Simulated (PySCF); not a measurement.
C4H7FGe, SMILES C=[CH][GeH]([F])[CH]=C, CAM-B3LYP/def2-SVP optimised geometry. Atoms within 1.6 Å of the plane z = 0.8 Å (x, y, z in Å): Ge1 (0.12, -1.94, 0.00), C3 (-0.67, -3.04, 1.37), C4 (-1.42, -2.54, 2.36), C5 (-0.57, -0.14, 0.00), C6 (0.24, 0.92, 0.00), H7 (1.65, -1.94, 0.00), H8 (-0.49, -4.13, 1.34), H11 (-1.65, 0.01, -0.01), H12 (-0.15, 1.94, 0.00), H13 (1.33, 0.82, 0.01).

Computed with PySCF with CAM-B3LYP/def2-TZVP.

Map of the log10 of the electron density (e/bohr³), floored at −4 on the plane z = 0.8 Å:

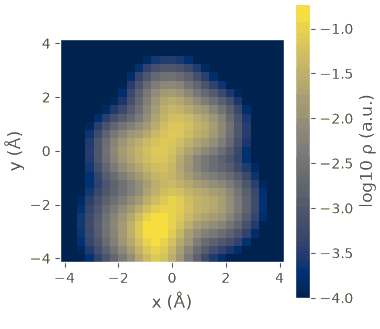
*Log10 of the electron density (e/bohr³), floored at −4 on the plane z = 0.8 Å.*
